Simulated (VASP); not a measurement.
# Black phosphorene and its bilayer, part 3 of 5

What are the lattice, gap and band positions of black phosphorene, and what does a second sheet change?

VASP 6.6.1; optB86b-vdW; plane waves and PAW (P).

So far, gap on the k-mesh (eV): step 2 (relaxing the monolayer) 0.772.

## Step 5: The slab in a field, field -0.1

A field across the slab, with the atoms held, gives the electronic response: the dipole changes linearly with the field, and the energy has a linear term from the slab's own dipole and a quadratic one from its polarisability.

Contents of INCAR:

```
SYSTEM = P
PREC = Normal
ENCUT = 350
EDIFF = 1E-06
NELM = 120
ISMEAR = 0
SIGMA = 0.03
LREAL = .FALSE.
ALGO = Fast
GGA = MK
AGGAC = 0
LUSE_VDW = .TRUE.
PARAM1 = 0.1234
PARAM2 = 1
LASPH = .TRUE.
NBANDS = 16
LORBIT = 11
LWAVE = .FALSE.
LCHARG = .FALSE.
KPAR = 4
IDIPOL = 3
LDIPOL = .TRUE.
DIPOL = 0.5 0.5 0.5
EFIELD = -0.1
```

Contents of POSCAR:

```
P
1.0
    4.5076573502      0.0000000000      0.0000000000
    0.0000000000      3.3055854074      0.0000000000
    0.0000000000      0.0000000000     22.0000000000
P
4
Direct
    0.0844215259      0.0000000000      0.4516514381
    0.4155784741      0.5000000000      0.4516514381
    0.5844215259      0.5000000000      0.5483485619
    0.9155784741      0.0000000000      0.5483485619
```

Contents of KPOINTS:

```
Automatic mesh
0
Gamma
7 9 1
0 0 0
```

PAW data sets: P (PBE family, release 64).

On the command line:

```
> mpirun -np 4 vasp_std
```

The log of the run:

```text
[... set-up lines as in an earlier step ...]
 entering main loop
       N       E                     dE             d eps       ncg     rms          rms(c)
DAV:   1     0.116936322587E+03    0.11694E+03   -0.51958E+03   640   0.637E+02
DAV:   2    -0.304198223310E+01   -0.11998E+03   -0.11315E+03   968   0.144E+02
DAV:   3    -0.158725898571E+02   -0.12831E+02   -0.12771E+02   880   0.563E+01
DAV:   4    -0.161360866564E+02   -0.26350E+00   -0.26284E+00   920   0.100E+01
DAV:   5    -0.161450068263E+02   -0.89202E-02   -0.89190E-02  1000   0.165E+00    0.953E+00
RMM:   6    -0.160271782223E+02    0.11783E+00   -0.96955E-02   692   0.144E+00    0.575E+00
RMM:   7    -0.159828988268E+02    0.44279E-01   -0.19557E-01   718   0.214E+00    0.283E-01
RMM:   8    -0.159826727215E+02    0.22611E-03   -0.16372E-02   803   0.797E-01    0.197E-01
RMM:   9    -0.159810065122E+02    0.16662E-02   -0.40132E-03   798   0.386E-01    0.621E-02
RMM:  10    -0.159807191458E+02    0.28737E-03   -0.10820E-03   921   0.179E-01    0.629E-02
RMM:  11    -0.159802614642E+02    0.45768E-03   -0.18739E-04   869   0.685E-02    0.345E-02
RMM:  12    -0.159796290500E+02    0.63241E-03   -0.30788E-04   851   0.829E-02    0.280E-02
RMM:  13    -0.159794843496E+02    0.14470E-03   -0.12423E-04   784   0.689E-02    0.253E-02
RMM:  14    -0.159795207057E+02   -0.36356E-04   -0.14585E-04   819   0.620E-02    0.881E-03
RMM:  15    -0.159795897525E+02   -0.69047E-04   -0.27350E-05   746   0.259E-02    0.563E-03
RMM:  16    -0.159796111386E+02   -0.21386E-04   -0.49946E-06   629   0.103E-02    0.568E-03
RMM:  17    -0.159796344035E+02   -0.23265E-04   -0.26595E-06   645   0.761E-03    0.174E-03
RMM:  18    -0.159796519887E+02   -0.17585E-04   -0.20871E-06   647   0.619E-03    0.104E-03
RMM:  19    -0.159796524968E+02   -0.50808E-06   -0.25271E-07   429   0.236E-03
   1 F= -.15979652E+02 E0= -.15979652E+02  d E =-.297244E-16
```

Elapsed: 50 s, on 4 MPI ranks of AMD EPYC 9R45, shared host; peak memory 1.7 GiB; 3.3 min of CPU time.

From OUTCAR (step 5):

```text
   NELECT =      20.0000    total number of electrons

 dipolmoment           0.000000      0.000000     -0.037992 electrons x Angstroem

 E-fermi :  -2.3560

 k-point     1 :       0.0000    0.0000    0.0000
  band No.  band energies     occupation
    ...
      6      -7.0774      2.00000
      7      -5.8836      2.00000
      8      -4.3178      2.00000
      9      -4.2544      2.00000
     10      -2.5199      2.00000
     11      -1.7485      0.00000
     12      -0.8348      0.00000
     13       0.2383      0.00000
     14       0.8890      0.00000
     15       1.2786      0.00000
    ...

Total vdW correction in eV:      3.1575583

  Total       -0.0244704     -0.0133468     -0.0620995      0.0000000      0.0000000      0.0000000
  in kB       -0.1195997     -0.0652327     -0.3035125      0.0000000      0.0000000      0.0000000
  external PRESSURE =      -0.1627816 kB  Pullay stress =       0.0000000 kB

 POSITION                                       TOTAL-FORCE (eV/Angst)
 -----------------------------------------------------------------------------------
      0.38054      0.00000      9.93633        -0.002735      0.000000      0.005945
      1.87329      1.65279      9.93633         0.002735      0.000000      0.005945
      2.63437      1.65279     12.06367        -0.005936      0.000000     -0.005945
      4.12711      0.00000     12.06367         0.005936      0.000000     -0.005945
 -----------------------------------------------------------------------------------
    total drift:                               -0.000000     -0.000000     -0.000056

  FREE ENERGIE OF THE ION-ELECTRON SYSTEM (eV)
  ---------------------------------------------------
  free  energy   TOTEN  =       -15.9796524968 eV

  energy  without entropy=      -15.9796524968  energy(sigma->0) =      -15.97965250

Total vdW correction in eV:      3.1575578

 vacuum level on the upper side and lower side of the slab         3.009         1.344

[... 9 parts as in an earlier step ...]

[... 8 further parts left out ...]
```

This step gave:

| Quantity | Value |
| --- | --- |
| electronic steps | 19 |
| Fermi energy | -2.356 eV |
| dipole moment | 0, 0, -0.03799 e·Å |
| gap on the k-mesh | 0.7714 eV |
| least direct gap on the k-mesh | 0.7714 eV |

VASP counts the dipole in electrons times Å, so a positive number points the physical dipole along −c. A positive EFIELD is likewise a physical field along −c.

Energy at zero smearing: -15.97965 eV.

## Step 6: The slab in a field, field 0.1

INCAR, as its differences from that of step 5:

```diff
@@ -23,2 +23,2 @@
 DIPOL = 0.5 0.5 0.5
-EFIELD = -0.1
+EFIELD = 0.1
```

POSCAR is that of step 5.

KPOINTS is that of step 5.

On the command line:

```
> mpirun -np 4 vasp_std
```

The log of the run:

```text
[... set-up lines as in an earlier step ...]
 entering main loop
       N       E                     dE             d eps       ncg     rms          rms(c)
DAV:   1     0.116851969674E+03    0.11685E+03   -0.51974E+03   640   0.637E+02
DAV:   2    -0.278377586097E+01   -0.11964E+03   -0.11275E+03   944   0.144E+02
DAV:   3    -0.158721391017E+02   -0.13088E+02   -0.13027E+02   896   0.566E+01
DAV:   4    -0.161373425165E+02   -0.26520E+00   -0.26475E+00   904   0.101E+01
[...]
RMM:  17    -0.159796336292E+02   -0.20861E-04   -0.24302E-06   640   0.740E-03    0.233E-03
RMM:  18    -0.159796519552E+02   -0.18326E-04   -0.20169E-06   647   0.614E-03    0.910E-04
RMM:  19    -0.159796525765E+02   -0.62130E-06   -0.24719E-07   435   0.238E-03
   1 F= -.15979653E+02 E0= -.15979653E+02  d E =-.267735E-16
```

It took 50 s on 4 MPI ranks; peak memory 1.7 GiB; 3.2 min of CPU time.

Parts of OUTCAR (step 6):

```text
  Total       -0.0246024     -0.0133545     -0.0623430      0.0000000      0.0000000      0.0000000
  in kB       -0.1202446     -0.0652703     -0.3047027      0.0000000      0.0000000      0.0000000
  external PRESSURE =      -0.1634059 kB  Pullay stress =       0.0000000 kB

 POSITION                                       TOTAL-FORCE (eV/Angst)
 -----------------------------------------------------------------------------------
      0.38054      0.00000      9.93633        -0.005925      0.000000      0.005904
      1.87329      1.65279      9.93633         0.005925      0.000000      0.005904
      2.63437      1.65279     12.06367        -0.002745      0.000000     -0.005904
      4.12711      0.00000     12.06367         0.002745      0.000000     -0.005904
 -----------------------------------------------------------------------------------
    total drift:                               -0.000000     -0.000000     -0.000013

  FREE ENERGIE OF THE ION-ELECTRON SYSTEM (eV)
  ---------------------------------------------------
  free  energy   TOTEN  =       -15.9796525765 eV

  energy  without entropy=      -15.9796525765  energy(sigma->0) =      -15.97965258

[... 2 parts as in an earlier step ...]

[... 1 further part left out ...]
[key lines of the parts left out:]
E-fermi :  -2.3557
```

This step gave:

- dipole moment: 0, 0, 0.03799 e·Å
- gap on the k-mesh: 0.7713 eV
- least direct gap on the k-mesh: 0.7713 eV

Energy at zero smearing: -15.97965 eV.

## Step 7: A rigid stacking, stacking same orientation, shift 0.00 0.00

System of this step: bilayer of black phosphorene. The cell holds 8 atoms: 8 P. Its edges and angles: a = 4.508 Å, b = 3.306 Å, c = 24.355 Å, α = 90.0°, β = 90.0°, γ = 90.0°. upper sheet same orientation, shifted by (0.00, 0.00). Vacuum lies along c.

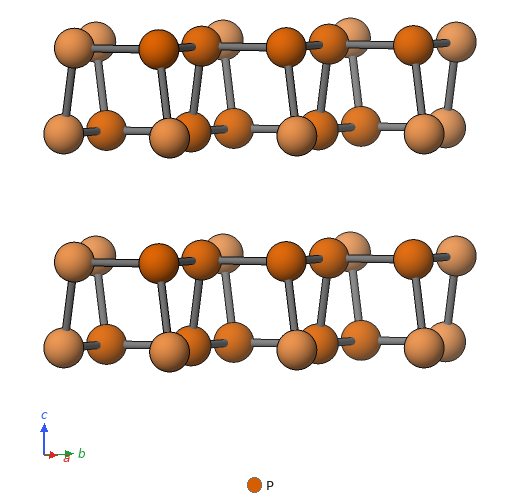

The cell of this step (phosphorus orange). 1×2×1 cells are drawn. Some periodic images of atoms are drawn too.

Two rigid sheets are set at a typed distance in several high-symmetry stackings, to find where to start. The upper sheet is shifted or turned in the plane and never flipped over.

INCAR, as its differences from that of step 6:

```diff
@@ -3,3 +3,3 @@
 ENCUT = 350
-EDIFF = 1E-06
+EDIFF = 1E-05
 NELM = 120
@@ -15,3 +15,3 @@
 LASPH = .TRUE.
-NBANDS = 16
+NBANDS = 28
 LORBIT = 11
@@ -23,2 +23 @@
 DIPOL = 0.5 0.5 0.5
-EFIELD = 0.1
```

Contents of POSCAR:

```
P
1.0
    4.5076573502      0.0000000000      0.0000000000
    0.0000000000      3.3055854074      0.0000000000
    0.0000000000      0.0000000000     24.3546734472
P
8
Direct
    0.0844215300      0.0000000000      0.3490089900
    0.4155784700      0.5000000000      0.3490089900
    0.5844215300      0.5000000000      0.4363571800
    0.9155784700      0.0000000000      0.4363571800
    0.0844215300      0.0000000000      0.5636428200
    0.4155784700      0.5000000000      0.5636428200
    0.5844215300      0.5000000000      0.6509910100
    0.9155784700      0.0000000000      0.6509910100
```

KPOINTS is that of step 6.

On the command line:

```
> mpirun -np 4 vasp_std
```

The log of the run:

```text
[banner, memory and clock lines left out]
running    4 mpi-ranks, on    1 nodes
 distrk:  each k-point on    1 cores,    4 groups
 distr:  one band on    1 cores,    1 groups

 POSCAR found type information on POSCAR P
 POSCAR found :  1 types and       8 ions
 [... a notice as in an earlier step ...]

 [... a notice as in an earlier step ...]

 LDA part: xc-table for (Slater+PW92), standard interpolation
 POSCAR, INCAR and KPOINTS ok, starting setup
 FFT: planning ... GRIDC
 FFT: planning ... GRID_SOFT
 FFT: planning ... GRID
 WAVECAR not read
 entering main loop
       N       E                     dE             d eps       ncg     rms          rms(c)
DAV:   1     0.224627538191E+03    0.22463E+03   -0.11778E+04  1120   0.803E+02
DAV:   2    -0.846484478764E+01   -0.23309E+03   -0.22719E+03  1624   0.178E+02
DAV:   3    -0.317811160489E+02   -0.23316E+02   -0.23098E+02  1312   0.619E+01
DAV:   4    -0.325083149366E+02   -0.72720E+00   -0.72334E+00  1760   0.126E+01
DAV:   5    -0.325202190912E+02   -0.11904E-01   -0.11893E-01  1620   0.149E+00    0.136E+01
RMM:   6    -0.323215412967E+02    0.19868E+00   -0.15418E-01  1177   0.155E+00    0.822E+00
RMM:   7    -0.322462903225E+02    0.75251E-01   -0.37459E-01  1231   0.242E+00    0.363E-01
RMM:   8    -0.322449259973E+02    0.13643E-02   -0.32116E-02  1341   0.905E-01    0.129E-01
RMM:   9    -0.322450139712E+02   -0.87974E-04   -0.74507E-03  1496   0.387E-01    0.108E-01
RMM:  10    -0.322445798853E+02    0.43409E-03   -0.13665E-03  1560   0.158E-01    0.470E-02
RMM:  11    -0.322444293478E+02    0.15054E-03   -0.43337E-04  1539   0.744E-02    0.149E-02
RMM:  12    -0.322443656673E+02    0.63680E-04   -0.56273E-05  1177   0.311E-02    0.589E-03
RMM:  13    -0.322443278276E+02    0.37840E-04   -0.21468E-05   986   0.229E-02    0.646E-03
RMM:  14    -0.322443408007E+02   -0.12973E-04   -0.11800E-05   986   0.154E-02    0.320E-03
RMM:  15    -0.322444420549E+02   -0.10125E-03   -0.10351E-04  1175   0.215E-02    0.736E-03
RMM:  16    -0.322444344673E+02    0.75877E-05   -0.19018E-05   981   0.105E-02
   1 F= -.32244434E+02 E0= -.32244434E+02  d E =-.668497E-11
```

It took 48 s on 4 MPI ranks; peak memory 1.9 GiB; 3.2 min of CPU time.

Parts of OUTCAR (step 7):

```text
   k-points           NKPTS =     20   k-points in BZ     NKDIM =     20   number of bands    NBANDS=     28

   ENCUT  =  350.0 eV  25.72 Ry    5.07 a.u.   6.88  5.04 37.15*2*pi/ulx,y,z

   NELECT =      40.0000    total number of electrons

 E-fermi :   0.1768

 k-point     1 :       0.0000    0.0000    0.0000
  band No.  band energies     occupation
    ...
     16      -2.3210      2.00000
     17      -2.1826      2.00000
     18      -1.9980      2.00000
     19      -1.1068      2.00000
     20       0.0454      2.00000
     21       0.3032      0.00000
     22       0.7462      0.00000
     23       1.0195      0.00000
     24       1.2998      0.00000
     25       2.1771      0.00000
    ...

Total vdW correction in eV:      5.6359393

  Total       -0.7081984     -0.2893918      3.0135332      0.0000000      0.0000000      0.0000000
  in kB       -3.1266835     -1.2776596     13.3046966      0.0000000      0.0000000      0.0000000
  external PRESSURE =       2.9667845 kB  Pullay stress =       0.0000000 kB

 POSITION                                       TOTAL-FORCE (eV/Angst)
 -----------------------------------------------------------------------------------
      0.38054      0.00000      8.50000         0.052086      0.000000     -0.185480
      1.87329      1.65279      8.50000        -0.052086      0.000000     -0.185480
      2.63437      1.65279     10.62734        -0.198798      0.000000     -0.058968
      4.12711      0.00000     10.62734         0.198798      0.000000     -0.058968
      0.38054      0.00000     13.72734        -0.198798      0.000000      0.058968
      1.87329      1.65279     13.72734         0.198798     -0.000000      0.058968
      2.63437      1.65279     15.85467         0.052086      0.000000      0.185480
      4.12711      0.00000     15.85467        -0.052086      0.000000      0.185480
 -----------------------------------------------------------------------------------
    total drift:                               -0.000000      0.000000     -0.000000

  FREE ENERGIE OF THE ION-ELECTRON SYSTEM (eV)
  ---------------------------------------------------
  free  energy   TOTEN  =       -32.2444344673 eV

  energy  without entropy=      -32.2444344673  energy(sigma->0) =      -32.24443447

Total vdW correction in eV:      5.6359816

 vacuum level on the upper side and lower side of the slab         3.960         3.960

[... 4 parts as in an earlier step ...]

[... 12 further parts left out ...]
```

Numbers from this step:

```
electronic steps               : 16
electrons                      : 40
free energy (TOTEN)            : -32.24 eV
Fermi energy                   : 0.1768 eV
dipole moment                  : 0, 0, 0 e·Å
gap on the k-mesh              : 0.2578 eV
least direct gap on the k-mesh : 0.2578 eV
```

Force by atom:

| atom | x (eV/Å) | y (eV/Å) | z (eV/Å) | size |
| --- | --- | --- | --- | --- |
| P1 | 0.052 | 0.000 | -0.185 | 0.193 |
| P2 | -0.052 | 0.000 | -0.185 | 0.193 |
| P3 | -0.199 | 0.000 | -0.059 | 0.207 |
| P4 | 0.199 | 0.000 | -0.059 | 0.207 |
| P5 | -0.199 | 0.000 | 0.059 | 0.207 |
| P6 | 0.199 | 0.000 | 0.059 | 0.207 |
| P7 | 0.052 | 0.000 | 0.185 | 0.193 |
| P8 | -0.052 | 0.000 | 0.185 | 0.193 |

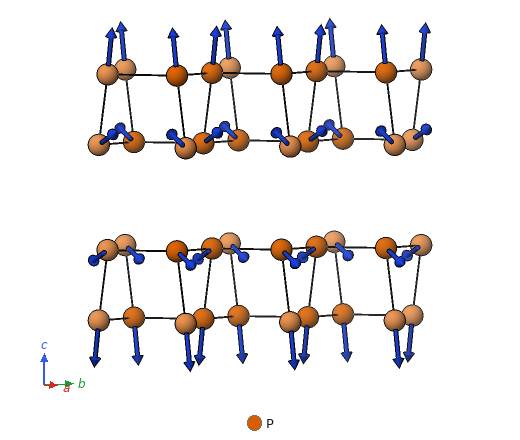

Force as arrows, the longest 0.207 eV/Å. 1×2×1 cells are drawn. Some periodic images of atoms are drawn too.

Energy at zero smearing: -32.24443 eV.

## Step 8: A rigid stacking, stacking same orientation, shift 0.50 0.00

INCAR is that of step 7.

Contents of POSCAR:

```
P
1.0
    4.5076573502      0.0000000000      0.0000000000
    0.0000000000      3.3055854074      0.0000000000
    0.0000000000      0.0000000000     24.3546734472
P
8
Direct
    0.0844215300      0.0000000000      0.3490089900
    0.4155784700      0.5000000000      0.3490089900
    0.5844215300      0.5000000000      0.4363571800
    0.9155784700      0.0000000000      0.4363571800
    0.5844215300      0.0000000000      0.5636428200
    0.9155784700      0.5000000000      0.5636428200
    0.0844215300      0.5000000000      0.6509910100
    0.4155784700      0.0000000000      0.6509910100
```

KPOINTS is that of step 7.

On the command line:

```
> mpirun -np 4 vasp_std
```

The log of the run:

```text
[... set-up lines as in an earlier step ...]
 entering main loop
       N       E                     dE             d eps       ncg     rms          rms(c)
DAV:   1     0.224375286888E+03    0.22438E+03   -0.11795E+04  1120   0.803E+02
DAV:   2    -0.860180639334E+01   -0.23298E+03   -0.22670E+03  1592   0.178E+02
DAV:   3    -0.318975105769E+02   -0.23296E+02   -0.23088E+02  1324   0.619E+01
DAV:   4    -0.325844719453E+02   -0.68696E+00   -0.68424E+00  1720   0.125E+01
[...]
RMM:  12    -0.323288965675E+02    0.10277E-02   -0.16716E-03  1593   0.116E-01    0.192E-01
RMM:  13    -0.323288400122E+02    0.56555E-04   -0.88393E-05  1196   0.431E-02    0.870E-02
RMM:  14    -0.323288330554E+02    0.69568E-05   -0.22334E-05  1050   0.196E-02
   1 F= -.32328833E+02 E0= -.32328761E+02  d E =-.144695E-03
```

Run time: 42 s. Hardware: 4 MPI ranks; peak memory 1.9 GiB; 2.7 min of CPU time.

From OUTCAR (step 8):

```text
  Total       -0.3550174      0.1934938      1.1843124      0.0000000      0.0000000     -0.0000000
  in kB       -1.5673957      0.8542717      5.2287186      0.0000000      0.0000000     -0.0000000
  external PRESSURE =       1.5051982 kB  Pullay stress =       0.0000000 kB

 POSITION                                       TOTAL-FORCE (eV/Angst)
 -----------------------------------------------------------------------------------
      0.38054      0.00000      8.50000         0.012532     -0.000000     -0.062526
      1.87329      1.65279      8.50000        -0.012532     -0.000000     -0.062526
      2.63437      1.65279     10.62734        -0.128900      0.000000     -0.037688
      4.12711      0.00000     10.62734         0.128900      0.000000     -0.037688
      2.63437      0.00000     13.72734        -0.128900     -0.000000      0.037688
      4.12711      1.65279     13.72734         0.128900     -0.000000      0.037688
      0.38054      1.65279     15.85467         0.012532     -0.000000      0.062526
      1.87329      0.00000     15.85467        -0.012532     -0.000000      0.062526
 -----------------------------------------------------------------------------------
    total drift:                               -0.000000      0.000000     -0.000000

  FREE ENERGIE OF THE ION-ELECTRON SYSTEM (eV)
  ---------------------------------------------------
  free  energy   TOTEN  =       -32.3288330554 eV

  energy  without entropy=      -32.3286883602  energy(sigma->0) =      -32.32876071

[... 2 parts as in an earlier step ...]

[... 1 further part left out ...]
[key lines of the parts left out:]
E-fermi :  -0.1876
```

Energy at zero smearing: -32.32876 eV.

(Continued in part 4 of 5.)

[Lines on the potential files, build, host, timing and source positions are cut from VASP's logs without a mark.]

[Logs are printed without paths, hosts, clocks, repeated set-up lines and the standing remarks that a program may print on its own settings, such as how far it seeks lower states.]

[Hosts, paths, dates, database ids (printed as entryN), source tags and the programs' standing remarks are cut or masked in the printed files.]

[Runs that stopped without an error message from VASP are left out.]
